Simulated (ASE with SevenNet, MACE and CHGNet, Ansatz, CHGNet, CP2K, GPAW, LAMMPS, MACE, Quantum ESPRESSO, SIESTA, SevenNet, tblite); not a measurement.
# Machine-learned potentials on Ga2O3 with crystalline order left by the classical run (95 atoms): settings against a plane-wave reference

How do the settings of machine-learned potentials change the result for Ga2O3 with crystalline order left by the classical run (95 atoms)? A plane-wave run serves as the yardstick.

Program: ASE with SevenNet, MACE and CHGNet. Level of theory: the method is named at each step. Results are calculated unless marked as measured.

## Step 1: The structure

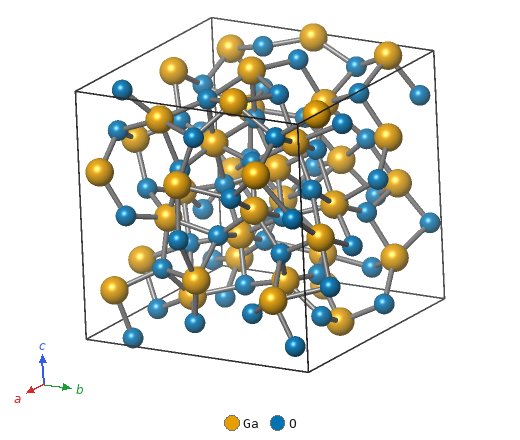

The starting structure, seen slightly off an axis (gallium orange, oxygen blue). Some periodic images of atoms are drawn too.

The cell holds 95 atoms: 38 Ga and 57 O. Cell: a = 9.848 Å, b = 9.848 Å, c = 9.848 Å, α = 90.0°, β = 90.0°, γ = 90.0°. 95 atoms (38 Fe, 57 O) placed at random at 5.32 g/cm³, melted at 5000 K for 10 ps at fixed volume with the Morse and Coulomb pair potential with partial charges (Pedone, Malavasi, Menziani, Cormack and Segre, J. Phys. Chem. B 110, 11780 (2006)). Quenched from 5000 K to 300 K at 50 K/ps and fixed volume, held 5 ps, then minimised at fixed cell. Then Fe was replaced by Ga and the cell scaled by 1.003 (the potential has no terms for the new elements, so the cell is a start for a DFT relaxation).

The yardstick, on the same geometry:

- method: Kohn-Sham DFT, PBE, SSSP efficiency 1.3.0 pseudopotentials, plane waves (Quantum ESPRESSO 7.5); sssp-pbe-1.3.0-efficiency, cutoffs 60/480 Ry, Γ point
- r.m.s. force component: 0.3345 eV/Å
- longest force: 1.197 eV/Å
- pressure: -3.035 GPa
- gap (highest filled to lowest empty level): 0.9119 eV
- time: 9.1 min on 4 MPI ranks of Arm Neoverse V1, shared host
- CPU time: 36 min

## Step 2: SevenNet l3i5 potential

Method: machine-learned interatomic potential SevenNet l3i5, trained on PBE(+U) plane-wave data.

Input file run.py:

```python
import numpy as np
from ase.io import read
import mlip  # loads the published weights by name

atoms = read("structure.xyz")
atoms.calc = mlip.calc("7net-l3i5")
energy = atoms.get_potential_energy()
forces = atoms.get_forces()
print(f"energy {energy:.6f} eV")
print("forces (eV/A)")
for i, (a, f) in enumerate(zip(atoms, forces)):
    print(f"{i:4d} {a.symbol:2s} {f[0]:10.5f} {f[1]:10.5f} {f[2]:10.5f}")
stress = -atoms.get_stress(voigt=False) * 160.21766
print("stress (GPa, compression positive)")
for row in stress:
    print(" ".join(f"{x:10.4f}" for x in row))
```

Input file structure.xyz:

```xyz
95
Lattice="9.84786 0.00000 0.00000 0.00000 9.84786 0.00000 0.00000 0.00000 9.84786" Properties=species:S:1:pos:R:3 pbc="T T T"
Ga 6.75435 2.88168 1.19110
Ga 2.24492 2.99001 7.29667
Ga 5.73106 7.10976 7.54277
Ga 9.34739 0.60879 6.56448
Ga 4.50264 1.04742 9.19672
Ga 7.48043 5.53735 9.44528
Ga 7.07037 5.99232 5.08100
Ga 0.86316 8.52795 4.66217
Ga 4.53976 1.24782 4.47467
Ga 2.50766 6.09514 2.02472
Ga 2.54538 2.37806 1.39200
Ga 0.98291 8.41894 9.75381
Ga 2.57167 9.27727 7.09075
Ga 1.21365 1.42282 4.28894
Ga 4.39825 7.92743 0.14220
Ga 2.28835 6.32528 7.97706
Ga 6.13266 6.65902 2.11827
Ga 0.86740 1.34985 9.05058
Ga 2.56497 9.31519 2.31700
Ga 1.70752 3.92063 3.64617
Ga 7.24990 9.00961 4.46266
Ga 0.41026 4.76774 9.81645
Ga 9.31312 4.03093 6.50303
Ga 7.55085 2.44207 4.47733
Ga 4.35689 7.87208 4.76843
Ga 3.91659 5.09715 5.70930
Ga 5.11025 4.06923 3.27865
Ga 0.72451 5.96869 5.20971
Ga 8.86130 4.40318 2.62800
Ga 9.25108 7.50673 7.33232
Ga 8.89055 7.81526 2.29071
Ga 7.49885 9.23207 9.46340
Ga 7.99971 2.53661 8.51761
Ga 5.94880 0.12950 6.82378
Ga 5.88114 0.15865 1.99646
Ga 5.73195 3.49776 7.03649
Ga 9.30879 1.01433 1.91925
Ga 4.46561 4.50224 9.67030
O 4.22582 6.92354 1.82658
O 5.30790 8.98115 8.40860
O 2.79492 5.54306 9.75352
O 7.27974 7.23414 3.60707
O 6.40160 3.69620 9.00104
O 7.19041 4.41056 3.91777
O 7.78877 9.68360 2.75720
O 7.63327 7.43149 8.34606
O 9.22380 1.61968 4.92974
O 3.01847 1.14925 3.28466
O 0.37668 9.38225 8.12370
O 8.82723 4.53523 8.30844
O 0.46433 6.65932 8.92610
O 0.56517 9.70516 3.16057
O 4.85913 3.33192 5.10868
O 9.10691 8.83885 0.67182
O 8.76391 6.03979 6.07190
O 8.99060 1.54986 0.00335
[... 35 atom lines left out ...]
O 3.83426 4.16200 7.54208
O 6.44917 1.11035 0.35068
O 1.72505 7.76169 1.47639
O 0.09227 7.04496 3.73933
```

Run with:

```console
$ OMP_NUM_THREADS=1 python run.py > output.txt
```

Log:

```text
energy -549.651550 eV
forces (eV/A)
   0 Ga    0.00686    0.00653    0.63885
   1 Ga   -0.07659    0.44449   -0.99095
   2 Ga   -0.14939   -0.35340   -0.58624
   3 Ga    0.21303   -0.29521   -0.53058
   4 Ga   -0.00082    0.44688   -0.18762
   5 Ga    0.43641   -0.05599   -0.07807
   6 Ga   -0.35147   -0.53729    0.06721
   7 Ga   -0.16878    0.07325    0.06002
   8 Ga    0.04555   -0.44167   -0.52727
   9 Ga    0.17301   -0.12360   -0.95331
  10 Ga   -0.41131    0.34781    0.04695
  11 Ga    0.06618   -0.31770   -0.55886
  12 Ga   -0.23364    1.00994   -0.04528
  13 Ga    0.40857    0.28513    0.44029
  14 Ga    0.49314    0.39412    0.27841
  15 Ga   -0.34535    0.01743    0.08915
  16 Ga    0.40679    0.41062   -0.25849
  17 Ga   -0.00977    0.33176    0.10202
  18 Ga   -0.32827    0.08092    0.47808
  19 Ga    0.56450   -0.12786    1.16031
  20 Ga   -0.22336    0.13968    0.08895
  21 Ga    0.32207   -0.74147   -0.19564
  22 Ga   -0.04408    0.43061    0.32881
  23 Ga    0.49326   -0.32634    0.48671
[...]
87 O    -0.12927   -0.13834   -0.40553
  88 O    -0.42741    0.20204   -0.17053
  89 O    -0.42968    0.21338   -0.21655
  90 O    -0.11937    0.13508   -0.22756
  91 O     0.22445   -0.54483   -0.26629
  92 O    -0.33867   -0.10264    0.25313
  93 O     0.35906    0.34119    0.50341
  94 O    -0.04228    0.70529   -0.66560
stress (GPa, compression positive)
   -1.8277    -1.5581    -4.2636
   -1.5581    -2.4910     2.6877
   -4.2636     2.6877    -3.5129
```

Wall time 14 s (1 thread of Arm Neoverse V1, shared host); peak memory 2 GiB.

Banners, paths, timers and routine set-up lines are dropped from the logs unmarked, and long logs keep their key lines alone; longer cuts are marked.

Compared with the plane-wave run:

```yaml
r_m_s_force_component: 0.348 eV/Å
r_m_s_difference_of_force_components: 57.32 meV/Å
longest_difference_of_force_vectors: 186.6 meV/Å
force_difference_over_r_m_s_force: 17.14 %
slope_of_forces_against_the_reference_s: 1.027
correlation_of_force_components: 0.9867
pressure: -2.611 GPa
pressure_difference: 0.4248 GPa
```

Length of the force difference by element (eV/Å):

```
element  atoms   mean  most
     Ga     38  0.089  0.17
      O     57  0.094  0.19
```

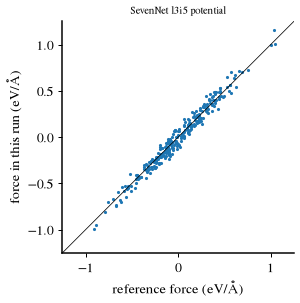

Force components against those of the reference; the line marks equality.

Local excerpt of 10 atoms (numbers count through the whole input) about Ga24, picked at random; x, y, z are measured from there.

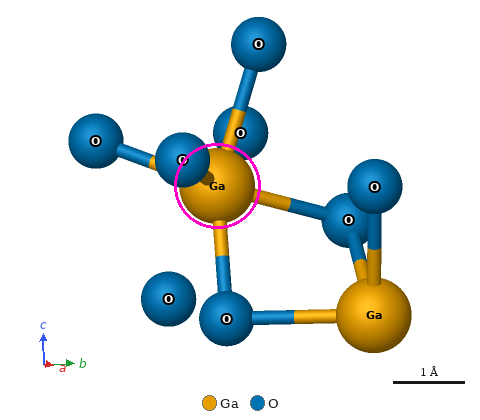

The atoms of the table, within 3.0 Å (arrows a, b, c point along x, y, z); some may hide others; the central atom is ringed.

| atom | x | y | z | distance (Å) | bonds | Fx | Fy | Fz (eV/Å) |
| --- | --- | --- | --- | --- | --- | --- | --- | --- |
| Ga24 | 0.00 | 0.00 | 0.00 | 0.00 | 5 | 0.49 | -0.33 | 0.49 |
| O47 | 1.67 | -0.82 | 0.45 | 1.92 | 3 | -0.29 | 0.15 | 0.12 |
| O69 | 0.55 | -0.01 | -1.86 | 1.94 | 4 | 0.44 | 0.23 | -0.12 |
| O89 | -1.03 | -1.53 | 0.65 | 1.96 | 4 | -0.43 | 0.20 | -0.17 |
| O44 | -0.36 | 1.97 | -0.56 | 2.08 | 4 | 0.49 | -0.41 | -0.13 |
| O84 | 0.03 | 0.64 | 1.99 | 2.09 | 4 | 0.04 | 0.03 | 0.19 |
| O83 | -1.99 | -0.34 | -1.66 | 2.62 | 4 | 0.19 | 0.13 | -0.08 |
| O53 | -2.69 | 0.89 | 0.63 | 2.90 | 4 | -0.10 | -0.14 | -0.11 |
| O87 | 2.26 | 1.83 | 0.02 | 2.91 | 4 | -0.27 | 0.21 | -0.35 |
| Ga29 | 1.31 | 1.96 | -1.85 | 3.00 | 6 | -0.34 | -0.02 | 0.00 |

Atoms are counted from 1 here, from 0 in the log.

Forces lie 17 % from the reference's, at 0.0061 times its CPU time (on 1 against 4 cores).

## Step 3: MACE MP-0b3 medium potential

Method: machine-learned interatomic potential MACE MP-0b3 medium, trained on PBE(+U) plane-wave data.

run.py, as its differences from that of step 2:

```diff
@@ -5,3 +5,3 @@
 atoms = read("structure.xyz")
-atoms.calc = mlip.calc("7net-l3i5")
+atoms.calc = mlip.calc("mace-mp-0b3-medium")
 energy = atoms.get_potential_energy()
```

structure.xyz is that of step 2.

Log:

```text
energy -550.661355 eV
forces (eV/A)
   0 Ga    0.01436   -0.00624    0.47382
   1 Ga    0.00092    0.51347   -0.74243
   2 Ga   -0.14759   -0.32821   -0.54439
   3 Ga    0.10323   -0.28840   -0.42912
   4 Ga    0.05728    0.41757   -0.13457
   5 Ga    0.31606   -0.23961   -0.11330
   6 Ga   -0.36568   -0.54141    0.04558
   7 Ga   -0.18024   -0.03763    0.23579
   8 Ga    0.15547   -0.32970   -0.59852
   9 Ga    0.22673   -0.10386   -0.96489
  10 Ga   -0.43127    0.38144    0.04660
  11 Ga   -0.01101   -0.34132   -0.59966
  12 Ga   -0.20484    0.79838    0.02336
  13 Ga    0.35636    0.30203    0.20459
  14 Ga    0.43298    0.31150    0.17447
  15 Ga   -0.29852    0.09073    0.02101
  16 Ga    0.34413    0.25753   -0.12157
  17 Ga    0.01837    0.26940    0.15692
  18 Ga   -0.25639    0.08464    0.38800
  19 Ga    0.51024   -0.19043    0.78007
  20 Ga   -0.12437    0.05408    0.10395
  21 Ga    0.26178   -0.66122   -0.24266
  22 Ga   -0.09610    0.37974    0.29531
  23 Ga    0.44497   -0.19655    0.35382
[...]
87 O    -0.15755   -0.06333   -0.43013
  88 O    -0.38076    0.25281   -0.18007
  89 O    -0.36469    0.21611   -0.18160
  90 O    -0.14521    0.15652   -0.24255
  91 O     0.11449   -0.48354   -0.20910
  92 O    -0.29488   -0.14106    0.19857
  93 O     0.22664    0.26016    0.52605
  94 O    -0.06008    0.63942   -0.70199
stress (GPa, compression positive)
   -1.7874    -1.5315    -3.8703
   -1.5315    -2.9091     2.5673
   -3.8703     2.5673    -3.7179
```

Elapsed: 11 s, on 1 thread; peak memory 1.3 GiB.

Against the reference:

```yaml
r_m_s_force_component: 0.3154 eV/Å
r_m_s_difference_of_force_components: 73.98 meV/Å
longest_difference_of_force_vectors: 268.2 meV/Å
force_difference_over_r_m_s_force: 22.12 %
slope_of_forces_against_the_reference_s: 0.9202
correlation_of_force_components: 0.9758
pressure: -2.805 GPa
pressure_difference: 0.2305 GPa
```

Against the first run (17 %), the force difference from the reference is 22 %, at 0.75 times the CPU time.

## Step 4: CHGNet 0.3.0 potential

Method: machine-learned interatomic potential CHGNet 0.3.0, trained on PBE(+U) plane-wave data.

run.py, as its differences from that of step 3:

```diff
@@ -5,3 +5,3 @@
 atoms = read("structure.xyz")
-atoms.calc = mlip.calc("mace-mp-0b3-medium")
+atoms.calc = mlip.calc("chgnet-0.3.0")
 energy = atoms.get_potential_energy()
```

structure.xyz is that of step 3.

Log:

```text
CHGNet v0.3.0 initialized with 412,525 parameters
CHGNet will run on cpu
energy -590.758484 eV
forces (eV/A)
   0 Ga    0.17434    0.02450    0.56136
   1 Ga   -0.05554    0.51529   -0.89448
   2 Ga   -0.28109   -0.28275   -0.43529
   3 Ga    0.19182   -0.24887   -0.56989
   4 Ga   -0.02093    0.48056   -0.12823
   5 Ga    0.30961    0.09240   -0.20358
   6 Ga   -0.43002   -0.46177   -0.03170
   7 Ga   -0.20693   -0.17580    0.17177
   8 Ga    0.16299   -0.31170   -0.62485
   9 Ga    0.23522    0.01260   -1.00625
  10 Ga   -0.26668    0.27437   -0.10345
  11 Ga    0.08871   -0.48737   -0.48903
  12 Ga   -0.04630    0.96617   -0.05158
  13 Ga    0.43939    0.32722    0.37924
  14 Ga    0.44905    0.39684    0.30816
  15 Ga   -0.26086    0.16342    0.07242
  16 Ga    0.39134    0.21762   -0.15028
  17 Ga   -0.03531    0.19953    0.16092
  18 Ga   -0.01254   -0.00997    0.36405
  19 Ga    0.55798   -0.25114    1.17075
  20 Ga   -0.29996    0.09297    0.01438
  21 Ga    0.28144   -0.48700   -0.25144
  22 Ga    0.03816    0.58955    0.15480
  23 Ga    0.32404   -0.24917    0.47067
[...]
87 O    -0.12535   -0.12458   -0.36685
  88 O    -0.33309    0.22154   -0.09841
  89 O    -0.33664    0.14526   -0.23704
  90 O    -0.48517    0.13415   -0.31490
  91 O     0.41900   -0.49921   -0.16676
  92 O    -0.28492   -0.04758    0.27934
  93 O     0.15677    0.32847    0.39501
  94 O    -0.02275    0.70736   -0.46547
stress (GPa, compression positive)
   -1.7850    -1.2869    -3.4094
   -1.2869    -3.0462     2.2989
   -3.4094     2.2989    -3.9775
```

It took 5 s on 1 thread; peak memory 2 GiB.

Numbers from this run, and their distance from the reference:

```
r.m.s. force component                  : 0.3252 eV/Å
r.m.s. difference of force components   : 102.5 meV/Å
longest difference of force vectors     : 397.2 meV/Å
force difference over r.m.s. force      : 30.66 %
slope of forces against the reference's : 0.9256
correlation of force components         : 0.9521
pressure                                : -2.936 GPa
pressure difference                     : 0.0991 GPa
```

Against the first run (17 %), the force difference from the reference is 31 %, at 0.37 times the CPU time.

## Step 5: Side by side

Differences are against the plane-wave reference, forces as r.m.s. over components; share is that over the reference's r.m.s. force, slope the least-squares factor from reference forces to these. Total energies of different programs have different zeros and aren't compared.

```
                         run  Δ force, r.m.s. (meV/Å)  share (%)  slope  Δ pressure (GPa)  cores  CPU time  memory (GiB)
                   reference                        -          -      -                 -      4    36 min           3.8
     SevenNet l3i5 potential                     57.3       17.1  1.027             0.425      1      13 s             2
MACE MP-0b3 medium potential                     74.0       22.1  0.920             0.231      1     9.9 s           1.3
      CHGNet 0.3.0 potential                      103       30.7  0.926            0.0991      1     4.9 s           2.0
```

Times of the machine-learned potentials are mostly Python's start and the loading of weights.

CPU time is summed over cores on a shared host, where runs went side by side, so it is rough. Symmetry, cutoffs, thresholds, outputs and thread counts weren't matched or tuned between programs; memory under MPI is the largest rank's times the ranks.

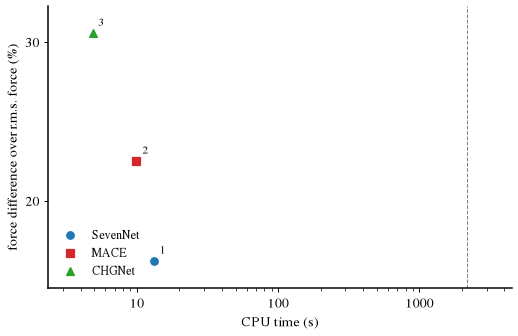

Force difference against CPU time; the dashed line marks the reference's time. Points: 1 SevenNet l3i5 potential; 2 MACE MP-0b3 medium potential; 3 CHGNet 0.3.0 potential.

## Step 6: Outcome

```yaml
nearest_in_forces: SevenNet l3i5 potential, 17 %
its_cpu_time: 13 s
```

**Reading.** Machine-learned potentials differ by 17 % (SevenNet l3i5 potential) to 31 % (CHGNet 0.3.0 potential); they were trained on other programs' data. The reference's pressure holds the uncorrected Pulay stress of its 60 Ry basis, so small pressure differences, and their order, may be the reference's own error. Machine-learned potentials mimic data converged in k, so the reference's own k-point error enters their differences. The quench rate of 50 K/ps is many orders above laboratory rates, so the cell is likely richer in defects and strain than a real sample. The network of bonds at the start is that of the classical potential that made the cell, and needn't be the one that DFT or experiment would give. The reference's pressure of -3.0 GPa belongs to a cell and atoms that aren't relaxed at this level. The electronic-structure runs sample only Γ, in a cell whose shortest periodic width is 10 Å.

[Also dropped from logs without a mark: logging warnings of Python, and SIESTA's first energy breakdown and zero terms.]

[Logs are printed without paths, hosts, clocks, repeated set-up lines and the standing remarks that a program may print on its own settings, such as how far it seeks lower states.]

[Hosts, paths, dates, database ids (printed as entryN), source tags and the programs' standing remarks are cut or masked in the printed files.]
